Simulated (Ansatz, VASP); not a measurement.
## Fe in two plane-wave programs

Aim: how closely do two programs agree when they are given the same cell, functional and k mesh? The cell comes out of the VASP series on this material, whose earlier steps may have relaxed, scaled or displaced it; both programs get it as it stands.

Calculated with Ansatz 0.2.0; plane waves, with VASP 6.6.1 beside it; relaxation of cell and atoms at LDA and relaxation of cell and atoms at PBEsol with D3(BJ).

## Step 1: Set-up

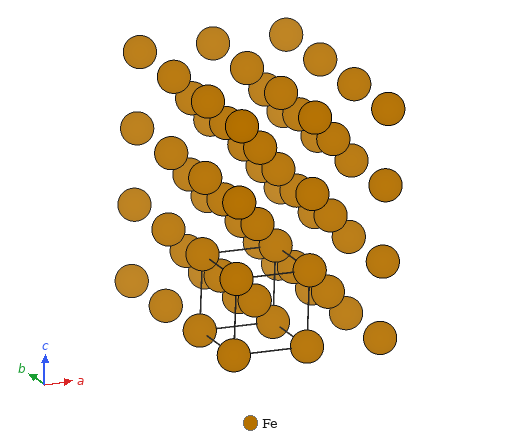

The starting structure, seen slightly off an axis (iron orange). 2×3×3 cells are drawn. This picture shows the conventional cell, with its axes. Some periodic images of atoms are drawn too.

## Step 2: Ansatz: relaxation of cell and atoms, LDA

Ansatz runs on its default PAW (the set named soft_2) files.

The relaxed volume is the usual yardstick between codes: its relative difference is about their pressure difference at one cell divided by the bulk modulus.

Contents of input.yaml:

```yaml
crystal:
  lattice:
    - [-1.3732545169, 1.3732545169, 1.3732545169]
    - [1.3732545169, -1.3732545169, 1.3732545169]
    - [1.3732545169, 1.3732545169, -1.3732545169]
  atoms:
    - { symbol: Fe, position: [0.0, 0.0, 0.0], spin: 3.0 }
hamiltonian:
  xc: lda
  pseudopotentials: { kind: paw }
magnetization:
  spin_polarized: true
kpoints:
  mp_grid: { grid: [22, 22, 22] }
scf:
  occupations: { method: methfessel_paxton, width: 0.15 }
relax:
  f_tol: 0.01
  max_steps: 60
  cell: { stress_tol: 0.05 }
output:
  forces: true
  stress: true
```

Command:

```console
$ ansatz run input.yaml --threads 4 --pin off --max-ram 9216MiB --backend cpu --events-out ev --progress --plain --runs-dir out
```

Numbers of over 12 decimals in the logs are rounded to 6 here.

Log:

```text
Engine: ansatz 0.2.0, x86_64-unknown-linux-gnu
Pseudopotentials: kind: paw
Pseudopotential: Fe, paw, valence charge 16, recommended cutoff 420 eV (normal), Fe.paw.azcp
Functional definition: SPW92
  exchange = slater_x
  correlation = pw_c
Crystal: 1 atoms, lattice volume = 10.359 Å³
Basis set: ecut = 420 eV, 201 PW (Γ)
Bands: 14, of which v1, the nominal top of the filled ones, is band 8 counted from 1 (7 counted from 0)
Symmetry: 48 space group operations
Space group: Im-3m (ITA 229), of the structure as read, at distance tolerance 2.2e-5 Å
Magnetic group: BNS 229.140 (UNI 1642), of the structure as read, at distance tolerance 2.2e-5 Å
k-points: 328 of 10648
Non-local potential: Fe, projectors of the file, l = 0: 3, l = 1: 2, l = 2: 3, l = 3: 1
PAW form: soft (Blöchl's): semilocal exchange-correlation on the pseudo side does not see the compensation charge
PAW frozen core: Fe, regenerated for the run's functional, and the local potential with it (the file was generated under x = pbe(κ = 0.804, μ = 0.219515), c = pbe(β = 0.066725))
PAW one-centre angular grid: Fe, 590 points (default); XC on 64 Gauss nodes
Initial density: superposition of atomic densities (chi_scale 0.1, normalization cell)
Starting moments: Σ|m| = 3 μB on 1 of 1 site
Initial wavefunctions: pseudopotential atomic-orbital guess
Functional: x = slater, c = lda
SCF iter   1: F=—  HF=-4419.728938 eV  |F-HF|=—  |Δ(HF+E_count)|=         —  Δρ=1.27e-1 (↑1.27e-1 ↓6.89e-2)  dr2=2.10e0  dr2_m=2.37e-1  M=2.318 μB ∫|m|=2.348 μB  β_m=0.30  ethr=3.10e-3  ⟨swp⟩=4.9  Hψ=44772  notcnv=0
Mixer restart at iter 1: flushing history
preconditioner: auto → none  [metal: Δε(μ)=0.002 eV  Ē_g=15.679 eV  σ=0.150 eV  W_gap=0.01  n_scr=0 (ndim 8)  ℏωp=32.6 eV  f_vac=0.000  D(μ)=0.84/eV (n_scr^D=12)]
SCF iter   2: F=—  HF=-4418.991624 eV  |F-HF|=—  |Δ(HF+E_count)|=   7.37e-1  Δρ=2.97e-2 (↑2.29e-2 ↓2.97e-2)  dr2=3.04e-2  dr2_m=5.01e-2  M=2.375 μB ∫|m|=2.423 μB  β_m=0.29  ethr=3.10e-3  ⟨swp⟩=3.7  Hψ=23855  notcnv=0  defer=784
SCF iter   3: F=—  HF=-4419.504009 eV  |F-HF|=—  |Δ(HF+E_count)|=         —  Δρ=5.85e-2 (↑5.85e-2 ↓5.64e-2)  dr2=3.02e-3  dr2_m=3.12e-1  M=2.057 μB ∫|m|=2.086 μB  β_m=0.29  ethr=1.90e-4  ⟨swp⟩=2.3  Hψ=18166  notcnv=0  defer=784
Mixer restart at iter 3: flushing history
SCF iter   4: F=—  HF=-4419.655184 eV  |F-HF|=—  |Δ(HF+E_count)|=   1.51e-1  Δρ=4.35e-2 (↑3.67e-2 ↓4.35e-2)  dr2=4.66e-3  dr2_m=1.52e-1  M=2.055 μB ∫|m|=2.088 μB  β_m=0.62  ethr=1.89e-5  ⟨swp⟩=2.2  Hψ=13619  notcnv=0  defer=784
SCF iter   5: F=—  HF=-4419.961679 eV  |F-HF|=—  |Δ(HF+E_count)|=   3.06e-1  Δρ=3.01e-2 (↑3.01e-2 ↓6.70e-3)  dr2=4.92e-2  dr2_m=2.36e-2  M=1.960 μB ∫|m|=2.001 μB  β_m=0.50  ethr=1.89e-5  ⟨swp⟩=3.1  Hψ=20632  notcnv=0  defer=782
SCF iter   6: F=—  HF=-4419.944126 eV  |F-HF|=—  |Δ(HF+E_count)|=   1.76e-2  Δρ=3.50e-3 (↑3.50e-3 ↓3.36e-3)  dr2=3.82e-3  dr2_m=3.69e-5  M=1.996 μB ∫|m|=2.042 μB  β_m=0.65  ethr=1.89e-5  ⟨swp⟩=2.0  Hψ=21803  notcnv=0  defer=777
SCF iter   7: F=—  HF=-4419.944548 eV  |F-HF|=—  |Δ(HF+E_count)|=   4.22e-4  Δρ=3.19e-4 (↑3.19e-4 ↓3.14e-4)  dr2=4.04e-6  dr2_m=7.78e-6  M=1.986 μB ∫|m|=2.032 μB  β_m=0.82  ethr=1.89e-5  ⟨swp⟩=1.8  Hψ=10797  notcnv=0  defer=763
SCF iter   8: F=—  HF=-4419.944540 eV  |F-HF|=—  |Δ(HF+E_count)|=   8.57e-6  Δρ=1.25e-4 (↑1.25e-4 ↓3.91e-5)  dr2=6.96e-7  dr2_m=4.01e-7  M=1.986 μB ∫|m|=2.032 μB  β_m=0.91  ethr=2.53e-8  ⟨swp⟩=2.5  Hψ=14833  notcnv=0  defer=763
SCF iter   9: F=—  HF=-4419.938395 eV  |F-HF|=—  |Δ(HF+E_count)|=         —  Δρ=2.53e-4 (↑2.53e-4 ↓1.25e-4)  dr2=3.72e-6  dr2_m=2.32e-6  M=1.985 μB ∫|m|=2.031 μB  β_m=0.91  ethr=4.35e-9  ⟨swp⟩=2.0  Hψ=11627  notcnv=0  defer=763
Mixer restart at iter 9: flushing history
iteration 9: the input's own smearing fills from here on; a Gaussian of 0.15 eV has filled iterations ahead of it
SCF iter  10: F=—  HF=-4419.938400 eV  |F-HF|=—  |Δ(HF+E_count)|=   5.04e-6  S|Δr|=    0.00e0  Δρ=3.06e-4 (↑3.06e-4 ↓2.61e-4)  dr2=2.03e-5  dr2_m=5.50e-8  M=1.985 μB ∫|m|=2.031 μB  β_m=0.52  ethr=4.35e-9  ⟨swp⟩=2.4  Hψ=14318  notcnv=0  defer=763  recentre
SCF iter  11: F=—  HF=-4419.938395 eV  |F-HF|=—  |Δ(HF+E_count)|=   4.73e-6  S|Δr|=    0.00e0  Δρ=1.98e-4 (↑1.98e-4 ↓6.59e-5)  dr2=2.48e-6  dr2_m=1.15e-6  M=1.984 μB ∫|m|=2.031 μB  β_m=0.34  ethr=4.35e-9  ⟨swp⟩=2.2  Hψ=14113  notcnv=0  defer=763
SCF iter  12: F=—  HF=-4419.938395 eV  |F-HF|=—  |Δ(HF+E_count)|=   3.67e-7  S|Δr|=    0.00e0  Δρ=5.28e-5 (↑5.03e-5 ↓5.28e-5)  dr2=5.01e-9  dr2_m=2.47e-7  M=1.984 μB ∫|m|=2.031 μB  β_m=0.72  ethr=6.25e-10  ⟨swp⟩=2.9  Hψ=32402  notcnv=0
SCF iter  13: F=-4419.938395 eV  HF=-4419.938395 eV  |F-HF|=2.36e-10  |Δ(HF+E_count)|=   9.92e-8  S|Δr|=    0.00e0  Δρ=2.50e-6 (↑2.50e-6 ↓1.59e-6)  dr2=3.82e-11  dr2_m=3.77e-10  M=1.984 μB ∫|m|=2.030 μB  ethr=3.13e-11  ⟨swp⟩=3.3  Hψ=22715  notcnv=0
SCF 1 converged in 13 iterations: F = -4419.938395 eV  dr2 = 3.82e-11
  greatest PAW one-centre occupation: 1.003 electrons in one spin orbital (limit 2), on the Fe atom at site 0 (counted from 0), in its partial waves of l = 1
relax step   1: F+E_penalty+E_count = -4419.93839463 eV  Δ(F+E_penalty+E_count) = +0.000e0 eV  max|allowed force component| = 0.000e0 eV/Å  Δτ_max = 0.0000 Å  P = +1.067 GPa  Ω = 10.359 Å³  (13 SCF iters, dr2 threshold 1.00e-7 eV, accepted)
[...]
relax step   2: F+E_penalty+E_count = -4419.93847945 eV  Δ(F+E_penalty+E_count) = -8.482e-5 eV  max|allowed force component| = 0.000e0 eV/Å  Δτ_max = 0.0000 Å  P = +0.516 GPa  Ω = 10.382 Å³  energy of the carried Pulay correction = -2.957e-5 eV  (5 SCF iters, dr2 threshold 1.00e-7 eV, accepted)
[...]
relax step   3: F+E_penalty+E_count = -4419.93848690 eV  Δ(F+E_penalty+E_count) = -7.444e-6 eV  max|allowed force component| = 0.000e0 eV/Å  Δτ_max = 0.0000 Å  P = +0.005 GPa  Ω = 10.404 Å³  energy of the carried Pulay correction = -5.729e-5 eV  (5 SCF iters, dr2 threshold 1.00e-7 eV, accepted)
[...]
relax step   4: F+E_penalty+E_count = -4419.93854136 eV  Δ(F+E_penalty+E_count) = -5.447e-5 eV  max|allowed force component| = 0.000e0 eV/Å  Δτ_max = 0.0000 Å  P = +0.017 GPa  Ω = 10.404 Å³  stress off target by 1.66e-2 GPa  SCF on the basis re-selected at this cell (its energy is not comparable with the rows above)  (6 SCF iters)
basis re-selected at this cell: Δ(F+E_penalty+E_count) = -5.447e-5 eV, ΔP = +0.011 GPa vs the last step (what re-selecting the basis moved, of the pressure what is left beyond the Pulay correction that the steps carried, after the strain that the cell walked since its last selection, with what the two solves' SCF thresholds leave and, on support functions, any second-order correction that the steps lacked; it is no measure of the basis error at this ecutwfc). This SCF's stress stands 1.66e-2 GPa from its target on what of the cell is left free (relax.cell.stress_tol is 5.00e-2 GPa) and its largest allowed force component is 0.00e0 eV/Å (relax.f_tol is 1.00e-2 eV/Å): [rest of the remark cut]
SCF converged after 6 iterations
Stability not checked: this state was not tested for a lower state beside it, because cold or Methfessel-Paxton smearing, or corrected tetrahedra, fill the levels in a way that the test cannot read (fill_not_monotonic; see scf.lower_state_search)
Magnetization: 1.9939 μB (8.9970 up, 7.0030 down)
Absolute magnetization: 2.0409 μB (∫|ρ↑−ρ↓|, with the PAW one-centre terms)
Spin contamination: 0.0180 ħ² per cell (⟨S²⟩ above its minimum at these occupations)
Per-site moments (μB) at R_I (Å): [(1.994652, 0.982570)]
Free energy (F): -4419.938541 eV
Harris-Foulkes:  -4419.938541 eV  (|F-HF|=2.73e-12)
Internal energy: -4419.937571 eV  (E = F + TS)
E sigma→0 (E₀):  -4419.938299 eV
Entropy (-TS):   -0.000971 eV (-0.971 meV/atom)
Fermi energy:    20.312060 eV
--- Per-component energies (eV) ---
  E_band       = -183.752432
  E_kinetic    = 353.982262
  E_local      = -1958.890902  (includes V_loc(G=0)·N_el)
  E_nonlocal   = 221.335837
  E_hartree    = 825.342376
  E_xc         = -118.270066
  E_vxc        = -153.086992  (∫ρ·V_xc dr)
  E_paw        = -1305.115027  (= ΣΔE_a)
  E_vpaw       = -297.778330  (= ΣTr[D̂ρ^β])
  E_aug_tail   = 0.000946  (compensation charges beyond the density's cutoff)
  E_ewald      = -2438.724533
  E_core_change = 0.401536  (= ΣΔE_core)
  E_smearing   = -0.000971  (= −TS)
  E_closure    = -0.000000  (closes the sum)
  Σ components = -4419.938541   (vs F -4419.938541, Δ=0.00e0)
--- Forces (eV/Å), atoms counted from 1 ---
  atom   1  Fe    -0.00000000     0.00000000     0.00000000
  max |Σ_I F_I| component: 1.29e-31 eV/Å
--- Stress (GPa, compression-positive) ---
        0.016607       0.000000      -0.000000
        0.000000       0.016607       0.000000
        0.000000      -0.000000       0.016607
  P = ⅓ Tr σ = 0.0166 GPa (0.166 kbar)
--- Relaxed structure (3 steps of the walk, 3 accepted, 1 SCFs on fresh bases) ---
  F+E_penalty+E_count = -4419.93854136 eV   max|allowed force component| = 0.000e0 eV/Å   (the final SCF, on the basis selected at the relaxed cell)
  cell:  # Å, volume = 10.4039 Å³
    - [-1.375241, 1.375241, 1.375241]
    - [1.375241, -1.375241, 1.375241]
    - [1.375241, 1.375241, -1.375241]
  atoms:
    - { symbol: Fe, position: [0.0, 0.0, 0.0] }
```

Run time: 5.7 s. Hardware: 4 threads of Intel Xeon Platinum 8375C at 2.90GHz (Ice Lake), shared host; peak memory 0.45 GiB.

## Step 3: VASP: relaxation of cell and atoms, LDA

The same cell, functional (in two slightly different forms), mesh and smearing now go to VASP, with its own data sets and cutoff.

Lines of VASP's logs that name or quote its potential files are left out, and so is its time.

Contents of INCAR:

```
SYSTEM = Fe
PREC = Accurate
ENCUT = 450
EDIFF = 1E-06
NELM = 100
ISMEAR = 1
SIGMA = 0.15
LREAL = .FALSE.
ALGO = Normal
GGA = CA
NBANDS = 10
ISPIN = 2
MAGMOM = 3
LMAXMIX = 4
LORBIT = 11
LWAVE = .FALSE.
LCHARG = .FALSE.
KPAR = 4
IBRION = 2
NSW = 50
ISIF = 3
EDIFFG = -0.004
```

Contents of POSCAR:

```
Fe
1.0
   -1.3732545169      1.3732545169      1.3732545169
    1.3732545169     -1.3732545169      1.3732545169
    1.3732545169      1.3732545169     -1.3732545169
Fe
1
Direct
    0.0000000000      0.0000000000      0.0000000000
```

Contents of KPOINTS:

```
Automatic mesh
0
Gamma
22 22 22
0 0 0
```

Potentials, in the order of the species: Fe (LDA family, release 64).

Command:

```console
$ mpirun -np 4 vasp_std
```

Log:

```text
[banner, memory and clock lines left out]
running    4 mpi-ranks, on    1 nodes
 distrk:  each k-point on    1 cores,    4 groups
 distr:  one band on    1 cores,    1 groups

 POSCAR found type information on POSCAR Fe
 POSCAR found :  1 types and       1 ions
 LDA part: xc-table for (Slater(with rela. corr.)+CA(PZ))
 , standard interpolation
 POSCAR, INCAR and KPOINTS ok, starting setup
 FFT: planning ... GRIDC
 FFT: planning ... GRID_SOFT
 FFT: planning ... GRID
 WAVECAR not read
 entering main loop
       N       E                     dE             d eps       ncg     rms          rms(c)
DAV:   1     0.143968297890E+02    0.14397E+02   -0.37607E+03 14024   0.926E+02
DAV:   2    -0.979445326964E+01   -0.24191E+02   -0.22395E+02 13262   0.125E+02
DAV:   3    -0.102333320892E+02   -0.43888E+00   -0.43750E+00 14530   0.220E+01
DAV:   4    -0.102352593009E+02   -0.19272E-02   -0.19270E-02 14232   0.131E+00
DAV:   5    -0.102352747248E+02   -0.15424E-04   -0.15424E-04 14360   0.115E-01    0.132E+01
DAV:   6    -0.929998922685E+01    0.93529E+00   -0.99962E+00 14218   0.517E+01    0.434E+00
DAV:   7    -0.924429152920E+01    0.55698E-01   -0.42350E-01 14422   0.107E+01    0.291E+00
DAV:   8    -0.923214443838E+01    0.12147E-01   -0.43505E-03 17888   0.566E-01    0.125E+00
DAV:   9    -0.922308076856E+01    0.90637E-02   -0.59690E-03 17970   0.542E-01    0.209E-01
DAV:  10    -0.922285245171E+01    0.22832E-03   -0.20271E-04 14344   0.273E-01    0.481E-02
DAV:  11    -0.922286409128E+01   -0.11640E-04   -0.32324E-05 17216   0.804E-02    0.229E-02
DAV:  12    -0.922286615635E+01   -0.20651E-05   -0.11422E-06  9272   0.179E-02    0.101E-02
DAV:  13    -0.922286719247E+01   -0.10361E-05   -0.95518E-07  8504   0.861E-03    0.732E-03
DAV:  14    -0.922286699927E+01    0.19319E-06   -0.19486E-07  6662   0.574E-03
   1 F= -.92228670E+01 E0= -.92227977E+01  d E =-.922287E+01  mag=     1.9450
[...]
2 F= -.92228625E+01 E0= -.92228056E+01  d E =0.454647E-05  mag=     1.9417
[...]
3 F= -.92228724E+01 E0= -.92228084E+01  d E =-.536163E-05  mag=     1.9435
[...]
4 F= -.92228708E+01 E0= -.92228093E+01  d E =-.379663E-05  mag=     1.9430
 curvature:  -0.15 expect dE=-0.326E-05 dE for cont linesearch -0.326E-05
 ZBRENT: interpolating
 opt :   0.4965  next Energy=    -9.222873 (dE=-0.581E-05)
 bond charge predicted
       N       E                     dE             d eps       ncg     rms          rms(c)
DAV:   1    -0.922287403545E+01   -0.24926E-05   -0.62366E-05 13180   0.142E-01    0.153E-02
DAV:   2    -0.922287166997E+01    0.23655E-05   -0.25848E-05 12980   0.779E-02    0.128E-02
DAV:   3    -0.922287144470E+01    0.22527E-06   -0.14013E-06  6570   0.188E-02
   5 F= -.92228714E+01 E0= -.92228084E+01  d E =-.444543E-05  mag=     1.9434
 curvature:  -0.02 expect dE=-0.555E-09 dE for cont linesearch -0.555E-09
 trial: gam=-0.03387 g(F)=  0.967E-63 g(S)=  0.275E-07 ort = 0.783E-06 (trialstep = 0.899E+00)
 search vector abs. value=  0.134E-09
 reached required accuracy - stopping structural energy minimisation
```

Parts of OUTCAR (step 3):

```text
ion  position               nearest neighbor table
   1  0.000  0.000  0.000-

  LATTYP: Found a body centered cubic cell.
 ALAT       =     2.7465090338

 Subroutine GETGRP returns: Found 48 space group operations
 (whereof 48 operations were pure point group operations)

The static configuration has the point symmetry O_h .

 Found    328 irreducible k-points:

   k-points           NKPTS =    328   k-points in BZ     NKDIM =    328   number of bands    NBANDS=     10

   dimension x,y,z NGX =    16 NGY =   16 NGZ =   16
   dimension x,y,z NGXF=    32 NGYF=   32 NGZF=   32

   ENCUT  =  450.0 eV  33.07 Ry    5.75 a.u.   4.11  4.11  4.11*2*pi/ulx,y,z

   NELECT =       8.0000    total number of electrons

 k-points in reciprocal lattice and weights: Automatic mesh
   0.00000000  0.00000000  0.00000000       0.000
   0.04545455  0.00000000  0.00000000       0.001
   0.09090909  0.00000000  0.00000000       0.001
   0.13636364  0.00000000  0.00000000       0.001
   0.18181818  0.00000000  0.00000000       0.001
   0.22727273  0.00000000  0.00000000       0.001
   0.27272727  0.00000000  0.00000000       0.001
   0.31818182  0.00000000  0.00000000       0.001
   0.36363636  0.00000000  0.00000000       0.001
[...]
0.50000000  0.50000000  0.45454545       0.001
   0.50000000  0.50000000  0.50000000       0.000

 average (electrostatic) potential at core
       1 -43.0249

 E-fermi :   6.7702

 spin component 1
 k-point     1 :       0.0000    0.0000    0.0000
  band No.  band energies     occupation
    ...
      2       4.2594      1.00000
      3       4.2594      1.00000
      4       4.2594      1.00000
      5       5.8182      1.00000
      6       5.8182      1.00000
      7      32.4947      0.00000
      8      32.4947      0.00000
      9      32.4947      0.00000
     10      38.2751      0.00000

 k-point     2 :       0.0455    0.0000    0.0000
  band No.  band energies     occupation
    ...
      2       4.2314      1.00000
      3       4.2573      1.00000
      4       4.3132      1.00000
      5       5.7887      1.00000
      6       5.8204      1.00000
      7      31.9463      0.00000
      8      32.3881      0.00000
      9      32.4572      0.00000
     10      37.9185      0.00000

 k-point     3 :       0.0909    0.0000    0.0000
  band No.  band energies     occupation
    ...
      2       4.1502      1.00000
      3       4.2457      1.00000
      4       4.4718      1.00000
      5       5.7132      1.00000
      6       5.8274      1.00000
      7      30.5826      0.00000
      8      32.0103      0.00000
      9      32.3562      0.00000
     10      37.4426      0.00000

 k-point     4 :       0.1364    0.0000    0.0000
  band No.  band energies     occupation
    ...
      2       4.0240      1.00000
      3       4.2114      1.00000
      4       4.7272      1.00000
      5       5.6267      1.00000
      6       5.8401      1.00000
      7      28.7780      0.00000
      8      31.3019      0.00000
      9      32.2182      0.00000
     10      36.3400      0.00000

 k-point     5 :       0.1818    0.0000    0.0000
  band No.  band energies     occupation
    ...
      2       3.8647      1.00000
      3       4.1500      1.00000
      4       5.0662      1.00000
      5       5.5719      1.00000
      6       5.8597      1.00000
      7      26.7435      0.00000
      8      30.3541      0.00000
      9      32.0695      0.00000
     10      34.7622      0.00000

 k-point     6 :       0.2273    0.0000    0.0000
  band No.  band energies     occupation
    ...
      2       3.6871      1.00000
      3       4.0964      1.00000
      4       5.4691      1.00000
      5       5.5728      1.00000
      6       5.8865      1.00000
      7      24.6067      0.00000
      8      29.3265      0.00000
      9      31.9287      0.00000
     10      33.2749      0.00000

  Total       -0.0004357     -0.0004357     -0.0004357      0.0000000     -0.0000000     -0.0000000
  in kB       -0.0674529     -0.0674529     -0.0674529      0.0000000     -0.0000000     -0.0000000
  external PRESSURE =      -0.0674529 kB  Pullay stress =       0.0000000 kB

  energy-cutoff  :      450.00
  volume of cell :       10.35
      direct lattice vectors                 reciprocal lattice vectors
    -1.372846161  1.372846161  1.372846161     0.000000000  0.364206868  0.364206868
     1.372846161 -1.372846161  1.372846161     0.364206868  0.000000000  0.364206868
     1.372846161  1.372846161 -1.372846161     0.364206868  0.364206868  0.000000000

 POSITION                                       TOTAL-FORCE (eV/Angst)
 -----------------------------------------------------------------------------------
      0.00000      0.00000      0.00000         0.000000     -0.000000     -0.000000
 -----------------------------------------------------------------------------------
    total drift:                                0.000000      0.000000      0.000000

  FREE ENERGIE OF THE ION-ELECTRON SYSTEM (eV)
  ---------------------------------------------------
  free  energy   TOTEN  =        -9.2228714447 eV

  energy  without entropy=       -9.2226821988  energy(sigma->0) =       -9.22280836

 reached required accuracy - stopping structural energy minimisation

 total charge
# of ion       s       p       d       tot
------------------------------------------
    1        0.529   0.622   6.338   7.488

 magnetization (x)
# of ion       s       p       d       tot
------------------------------------------
    1       -0.009  -0.034   1.954   1.910

[... 6 further parts left out ...]
```

CONTCAR:

```
Fe
   1.00000000000000
    -1.3728461607883449    1.3728461607883449    1.3728461607883449
     1.3728461607883449   -1.3728461607883449    1.3728461607883449
     1.3728461607883449    1.3728461607883449   -1.3728461607883449
  Fe
     1
Direct
     0.0000000000000000    0.0000000000000000    0.0000000000000000
```

## Step 4: Comparison

Known differences besides the PAW data sets themselves: the two LDA forms differ slightly; both relaxations stop at a tolerance, which leaves soft axes loose, and VASP keeps its plane-wave basis; the data sets hold 16 valence electrons in Ansatz (default PAW (the set named soft_2) files) and 8 in VASP; the cutoff is 420 eV in Ansatz and 450 eV in VASP; Ansatz makes its cores anew for this functional, VASP keeps those of its LDA data sets; Ansatz adds a Pulay correction to the stress that steers its cell, VASP none; site moments are counted in spheres of each program's own size. Total energies have different zeros and are not compared.

Both answers:

```csv
quantity,Ansatz,VASP,difference
volume (Å³),10.40,10.35,+0.52 %
"edge a after relaxation, in the typed setting (Å)",2.382,2.378,+0.18 %
total moment (μB),1.99,1.94,+0.05
moment on Fe1 (μB),2.00,1.91,+0.09
```

The walks stopped with 0.02 GPa left in Ansatz and -0.01 GPa in VASP; each walk ends within a tolerance, so the volume difference is uncertain by about these residues over the bulk modulus, most in soft cells.

(Part 1 of 2 ends here.)

[Lines on the potential files, build, host, timing and source positions are cut from VASP's logs without a mark.]

[Logs are printed without paths, hosts, clocks, repeated set-up lines and the standing remarks that a program may print on its own settings, such as how far it seeks lower states.]

[Hosts, paths, dates, database ids (printed as entryN), source tags and the programs' standing remarks are cut or masked in the printed files.]
